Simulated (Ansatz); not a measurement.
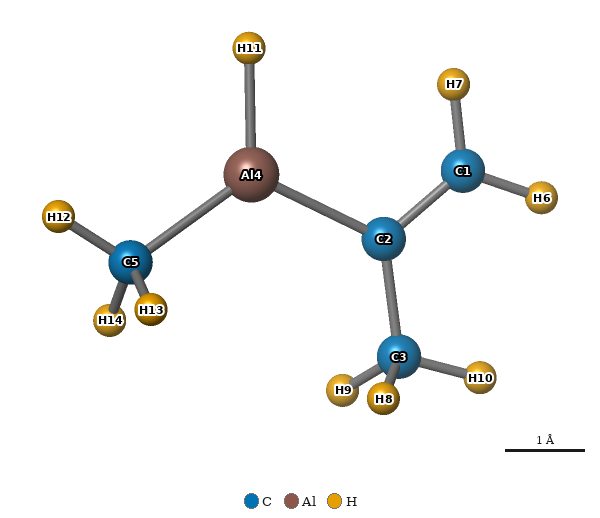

Figure 1. The structure as given in the input (ball-and-stick view, seen at a tilt; atoms are numbered from 1 in the order of the input). Sticks mark near contacts.

# Geometry relaxation of C₄H₉Al (part 1 of 2)

- system: C₄H₉Al
- method: RKS PBE0-D4/def2-TZVP (Ansatz 0.2.0)

The geometry: PBE-D4/def2-SVP start. Figures and captions count atoms from 1; the log counts them from 0 in places.

Output
```
Functional definition: PBE0
  name "PBE0"
  cite "Adamo & Barone, J. Chem. Phys. 110, 6158 (1999) doi:10.1063/1.478522"
  cite "Perdew, Burke & Ernzerhof, Phys. Rev. Lett. 77, 3865 (1996) doi:10.1103/PhysRevLett.77.3865"
  parent pbe
  parameter a = 0.25
  parameter kappa = 0.804
  parameter beta = 0.06672455060314922
  exchange = (1 - a)*pbe_x(kappa = kappa, mu = beta*pi^2/3) + a*exact_x
  correlation = pbe_c(beta = beta)
1395 factors; their error is unknown
mean field evaluation 1: about -10871.1805 eV, gradient 7.4e1 eV
mean field evaluation 2: about -10863.2328 eV, gradient 8.8e1 eV
mean field evaluation 4: about -10884.2686 eV, gradient 5.9e0 eV
mean field evaluation 8: about -10884.3506 eV, gradient 4.6e-1 eV
mean field evaluation 16: about -10884.3509 eV, gradient 1.8e-5 eV
mean field -10884.35094715 eV, -399.9925196296 hartree, gradient 1.8e-5 eV, S^2 0.000000; 0 other end points of the search recorded, 0 dependent functions left out
the calculation of the forces begins
reference -10884.35098579 eV, -399.9925210499 hartree; 23, 23 occupied and 192, 192 virtual orbitals, 1395 factors
relax step   1: F+E_penalty+E_count = -10884.57634674 eV  Δ(F+E_penalty+E_count) = +0.000e0 eV  max|allowed force component| = 6.660e-1 eV/Å  Δτ_max = 0.0000 Å  (28 SCF iters, accepted)
these checks for a lower state are left out or cut short: starts, cluster_reference, orbital_swaps, neighbouring_geometries, increment
1395 factors; their error is unknown
mean field -10884.40333747 eV, -399.9944449386 hartree, gradient 9.8e-6 eV, S^2 0.000000; 0 other end points of the search recorded, 0 dependent functions left out
[... from here on the field's lines of each further geometry are left out, up to the last ...]
relax step   2: F+E_penalty+E_count = -10884.63003096 eV  Δ(F+E_penalty+E_count) = -5.368e-2 eV  max|allowed force component| = 1.293e-1 eV/Å  Δτ_max = 0.0347 Å  (31 SCF iters, accepted)
relax step   3: F+E_penalty+E_count = -10884.63348542 eV  Δ(F+E_penalty+E_count) = -3.454e-3 eV  max|allowed force component| = 7.172e-2 eV/Å  Δτ_max = 0.0205 Å  (32 SCF iters, accepted)
relax step   4: F+E_penalty+E_count = -10884.63352195 eV  Δ(F+E_penalty+E_count) = -3.653e-5 eV  max|allowed force component| = 6.488e-2 eV/Å  Δτ_max = 0.0037 Å  (32 SCF iters, accepted)
relax step   5: F+E_penalty+E_count = -10884.63346599 eV  Δ(F+E_penalty+E_count) = +5.596e-5 eV  max|allowed force component| = 7.481e-2 eV/Å  Δτ_max = 0.0234 Å  (31 SCF iters, rejected (line search))
relax step   6: F+E_penalty+E_count = -10884.63413328 eV  Δ(F+E_penalty+E_count) = -6.113e-4 eV  max|allowed force component| = 1.634e-2 eV/Å  Δτ_max = 0.0117 Å  (31 SCF iters, accepted)
relax step   7: F+E_penalty+E_count = -10884.63415736 eV  Δ(F+E_penalty+E_count) = -2.407e-5 eV  max|allowed force component| = 2.643e-2 eV/Å  Δτ_max = 0.0133 Å  (31 SCF iters, accepted)
relax step   8: F+E_penalty+E_count = -10884.63419593 eV  Δ(F+E_penalty+E_count) = -3.857e-5 eV  max|allowed force component| = 7.610e-3 eV/Å  Δτ_max = 0.0031 Å  (33 SCF iters, accepted)
relax step   9: F+E_penalty+E_count = -10884.63421770 eV  Δ(F+E_penalty+E_count) = -2.177e-5 eV  max|allowed force component| = 2.302e-3 eV/Å  Δτ_max = 0.0056 Å  (32 SCF iters, accepted)
relax step  10: F+E_penalty+E_count = -10884.63423780 eV  Δ(F+E_penalty+E_count) = -2.011e-5 eV  max|allowed force component| = 4.395e-3 eV/Å  Δτ_max = 0.0105 Å  (32 SCF iters, accepted)
relax step  11: F+E_penalty+E_count = -10884.63424632 eV  Δ(F+E_penalty+E_count) = -8.511e-6 eV  max|allowed force component| = 3.337e-3 eV/Å  Δτ_max = 0.0078 Å  (32 SCF iters, accepted)
the calculation of the forces begins
reference -10884.40739568 eV, -399.9945940750 hartree; 23, 23 occupied and 192, 192 virtual orbitals, 1395 factors
relax step  12: F+E_penalty+E_count = -10884.63424913 eV  Δ(F+E_penalty+E_count) = -2.811e-6 eV  max|allowed force component| = 3.078e-3 eV/Å  Δτ_max = 0.0057 Å  (32 SCF iters, accepted)
1395 factors; their error is unknown
mean field evaluation 96: about -10884.4089 eV, gradient 2.3e-4 eV
```

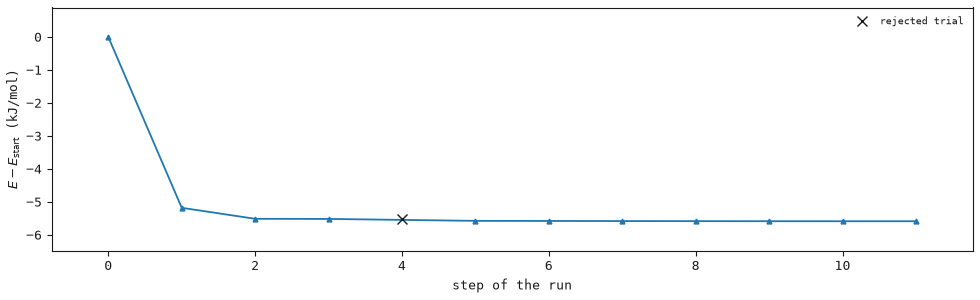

Figure 2. Progress of the relaxation, step by step (the first geometry is step 0 here and step 1 in the log).

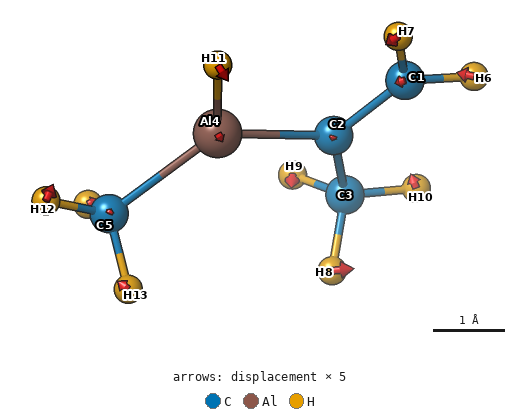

Figure 3. The starting structure with the displacements as red arrows, magnified 5 times (ball-and-stick view, seen at a tilt). The two geometries are laid on each other by the best rigid fit. After 11 geometry steps the energy has fallen by 5.59 kJ/mol. The largest force component goes from 0.67 to 0.0031 eV/Å. The line search rejected the trial step at point 4 (counted from 0) and went back. The atom that moves furthest after the best rigid fit is H8 (0.067 Å). Largest moves by element: H 0.067 Å, C 0.035 Å, Al 0.031 Å. Among the contacts that change: C1–C2 1.357 → 1.338 Å, C1–H6 1.110 → 1.092 Å, C1–H7 1.105 → 1.087 Å, C3–H10 1.112 → 1.095 Å. (Atoms are counted from 1 in the order of the input.)

```
mean field -10884.40735734 eV, -399.9945926661 hartree, gradient 9.6e-6 eV, S^2 0.000000; 1 other end points of the search recorded, 0 dependent functions left out
the calculation of the forces begins
reference -10884.40739568 eV, -399.9945940750 hartree; 23, 23 occupied and 192, 192 virtual orbitals, 1395 factors
Total energy: -10884.63428746 eV, -400.0029321942 hartree
Atom 0 at    -1.238365     0.499886     1.764206 Å, force    -0.000510     0.001589    -0.001268 eV/Å
Atom 1 at    -0.632277     0.409898     0.575294 Å, force     0.002430     0.000355     0.001974 eV/Å
Atom 2 at    -0.987051     1.353339    -0.536903 Å, force    -0.001318     0.001109    -0.003078 eV/Å
Atom 3 at     0.704274    -1.004738     0.425264 Å, force    -0.001545    -0.000986     0.000324 eV/Å
Atom 4 at     1.704330    -1.287806    -1.228340 Å, force     0.000264    -0.002329    -0.001582 eV/Å
Atom 5 at    -2.004277     1.249268     1.973249 Å, force     0.001064    -0.000284     0.000780 eV/Å
Atom 6 at    -0.997633    -0.170997     2.585346 Å, force    -0.001243    -0.001389    -0.000620 eV/Å
Atom 7 at    -0.112413     1.922230    -0.868936 Å, force    -0.002019    -0.001302     0.000424 eV/Å
Atom 8 at    -1.346195     0.811797    -1.418164 Å, force     0.000548     0.000721     0.002154 eV/Å
Atom 9 at    -1.762148     2.067926    -0.240703 Å, force     0.001489    -0.000981    -0.000579 eV/Å
Atom 10 at     0.933006    -1.897009     1.723905 Å, force     0.000626     0.000738     0.000026 eV/Å
Atom 11 at     2.312551    -2.195216    -1.213914 Å, force    -0.000552     0.001915     0.000266 eV/Å
Atom 12 at     2.378252    -0.444036    -1.417715 Å, force     0.000211    -0.000268     0.000106 eV/Å
Atom 13 at     1.035147    -1.343741    -2.093589 Å, force     0.000554     0.001112     0.001074 eV/Å
Dipole moment:    -0.016448     0.095701    -0.154531 e Å
```

Trajectory as extended XYZ (Å, eV, eV/Å), 12 frames, from step=1 to step=12
```
14
Properties=species:S:1:pos:R:3:forces:R:3 step=1 energy=-10884.57635
C    -1.2479    0.5136    1.7944    0.1657   0.0136  -0.4389
C    -0.6462    0.4029    0.5837   -0.3388   0.0778   0.6660
C    -0.9909    1.3466   -0.5457   -0.0607   0.1707  -0.2005
Al    0.6919   -1.0327    0.4245   -0.0303   0.0584  -0.0085
C     1.7198   -1.2833   -1.2353    0.1760  -0.0175  -0.3085
H    -2.0096    1.2919    2.0071    0.4066  -0.4064  -0.1249
H    -1.0129   -0.1656    2.6336   -0.0979   0.3466  -0.4833
H    -0.0898    1.8820   -0.9169   -0.4269  -0.2611   0.2080
H    -1.3930    0.7953   -1.4236    0.1829   0.2457   0.4385
H    -1.7432    2.1103   -0.2504    0.3612  -0.3844  -0.1154
H     0.9126   -1.9511    1.7221   -0.0267   0.0963  -0.1411
H     2.3681   -2.1832   -1.2287   -0.3186   0.4387   0.0139
H     2.3761   -0.4023   -1.4145   -0.3025  -0.4168   0.0758
H     1.0522   -1.3537   -2.1216    0.3101   0.0386   0.4188
14
Properties=species:S:1:pos:R:3:forces:R:3 step=2 energy=-10884.63003
C    -1.2378    0.5099    1.7731    0.0305   0.0144  -0.0377
C    -0.6389    0.4017    0.5783   -0.0726   0.0044   0.1197
C    -0.9893    1.3431   -0.5404    0.0014   0.0555  -0.0860
Al    0.6922   -1.0255    0.4264   -0.0205   0.0510  -0.0582
C     1.7108   -1.2771   -1.2268    0.0632  -0.0068  -0.0899
H    -1.9891    1.2802    1.9833    0.1018  -0.1212  -0.0308
H    -1.0034   -0.1628    2.6003   -0.0323   0.0922  -0.1156
H    -0.1014    1.8816   -0.9025   -0.1293  -0.0766   0.0539
H    -1.3857    0.7976   -1.4093    0.0572   0.0764   0.1253
H    -1.7389    2.0894   -0.2397    0.1056  -0.1137  -0.0293
H     0.9080   -1.9394    1.7134   -0.0052   0.0137  -0.0137
H     2.3463   -2.1711   -1.2158   -0.0877   0.1203   0.0044
H     2.3659   -0.4108   -1.4089   -0.0922  -0.1205   0.0301
H     1.0485   -1.3460   -2.1023    0.0802   0.0110   0.1278
14
Properties=species:S:1:pos:R:3:forces:R:3 step=3 energy=-10884.63349
C    -1.2298    0.5117    1.7704   -0.0717  -0.0594  -0.0273
C    -0.6371    0.4027    0.5767    0.0449   0.0268   0.0017
C    -0.9869    1.3435   -0.5393   -0.0188  -0.0109  -0.0036
Al    0.6911   -1.0196    0.4221    0.0082   0.0113   0.0013
C     1.7088   -1.2767   -1.2250   -0.0002  -0.0036   0.0023
H    -1.9954    1.2627    1.9747    0.0336   0.0310   0.0166
H    -0.9960   -0.1599    2.5927    0.0112   0.0039   0.0090
H    -0.1040    1.8809   -0.8997    0.0069   0.0026   0.0040
H    -1.3828    0.8017   -1.4042   -0.0021  -0.0038  -0.0097
H    -1.7333    2.0845   -0.2357   -0.0070   0.0061   0.0016
H     0.9046   -1.9300    1.7098    0.0002  -0.0052   0.0069
H     2.3390   -2.1688   -1.2110   -0.0014  -0.0043   0.0042
H     2.3624   -0.4160   -1.4081    0.0024   0.0057   0.0002
H     1.0466   -1.3459   -2.0944   -0.0062  -0.0003  -0.0072
14
Properties=species:S:1:pos:R:3:forces:R:3 step=4 energy=-10884.63352
C    -1.2301    0.5103    1.7695   -0.0649  -0.0562  -0.0257
C    -0.6371    0.4027    0.5757    0.0449   0.0296   0.0012
C    -0.9878    1.3447   -0.5391   -0.0184  -0.0103  -0.0039
Al    0.6924   -1.0187    0.4216   -0.0032   0.0169   0.0034
C     1.7099   -1.2781   -1.2251   -0.0002  -0.0043  -0.0002
H    -1.9962    1.2604    1.9746    0.0327   0.0313   0.0147
H    -0.9943   -0.1604    2.5920    0.0088  -0.0006   0.0077
H    -0.1051    1.8825   -0.8994    0.0057   0.0014   0.0042
H    -1.3847    0.8043   -1.4045   -0.0015  -0.0040  -0.0080
H    -1.7336    2.0857   -0.2337   -0.0061   0.0036   0.0001
H     0.9034   -1.9267    1.7110    0.0046  -0.0092   0.0086
H     2.3392   -2.1708   -1.2105   -0.0009  -0.0021   0.0037
H     2.3639   -0.4178   -1.4089    0.0044   0.0047   0.0000
H     1.0474   -1.3473   -2.0943   -0.0057  -0.0008  -0.0058
```
